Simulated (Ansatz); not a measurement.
Consider SrWO4 (I4_1/a).

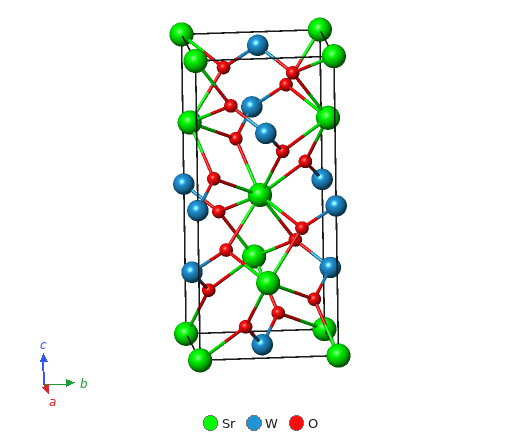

The structure (strontium green, tungsten blue, oxygen red). Some periodic images of atoms are drawn too.

```yaml
crystal:
  lattice:
    - [-2.72011, 2.72011, 5.96993]
    - [2.72011, -2.72011, 5.96993]
    - [2.72011, 2.72011, -5.96993]
  atoms:
    - { symbol: Sr, position: [0.75000, 0.25000, 0.50000] }
    - { symbol: Sr, position: [0.00000, 0.00000, 0.00000] }
    - { symbol: W, position: [0.25000, 0.75000, 0.50000] }
    - { symbol: W, position: [0.50000, 0.50000, 0.00000] }
    - { symbol: O, position: [0.44084, 0.81857, 0.09340] }
    - { symbol: O, position: [0.56857, 0.97518, 0.87773] }
    - { symbol: O, position: [0.09744, 0.69084, 0.12227] }
    - { symbol: O, position: [0.72518, 0.34744, 0.90660] }
    - { symbol: O, position: [0.02482, 0.90256, 0.59340] }
    - { symbol: O, position: [0.65256, 0.55916, 0.37773] }
    - { symbol: O, position: [0.18143, 0.27482, 0.62227] }
    - { symbol: O, position: [0.30916, 0.43143, 0.40660] }
```

The cell and positions are those that the Materials Project relaxed with its own functionals (PBE, PBE+U or r2SCAN), kept fixed. At the settings of the band run the largest force is still 0.44 eV/Å. Spin-orbit coupling is left out unless a run names it. PAW set soft_2, made with PBE.

Gaps computed with Ansatz 0.2.0 without a self-energy: LDA 4.34 eV, LDA+SOC 4.29 eV, r2SCAN 4.86 eV and PBE0 6.74 eV.

Q: Estimate the G0W0@LDA gap with 4×4×4 mesh, 968 empty bands, screening to 180 eV, default PAW files.

About 6.59 eV: on its mesh the run moves the gap from 4.34 eV by +2.26 eV. Among the scalar-relativistic levels given, PBE0 is nearest (+0.15 eV). Spin-orbit coupling is not in that value; its −0.05 eV at the LDA level would bring it to about 6.55 eV. Bands and cutoff are finite, so the gap is not at the basis limit. The miss can reach some tenths of an eV and take either sign; the mesh is an error of its own. The many-body steps are scalar-relativistic: spin-orbit coupling is not in them.

[Paths, hosts, dates, memory and timing lines, banners, echoed tables and standing remarks are left out of the program output.]

[Logs are printed without paths, hosts, clocks, repeated set-up lines and the standing remarks that a program may print on its own settings, such as how far it seeks lower states.]

[Runs of the session that timed out or met a known fault of the program may be left out.]

[Cells called generated may have been cut or substituted from an entry of the Crystallography Open Database or the Materials Project.]

[Hosts, paths, dates, database ids (printed as entryN), source tags and the programs' standing remarks are cut or masked in the printed files.]
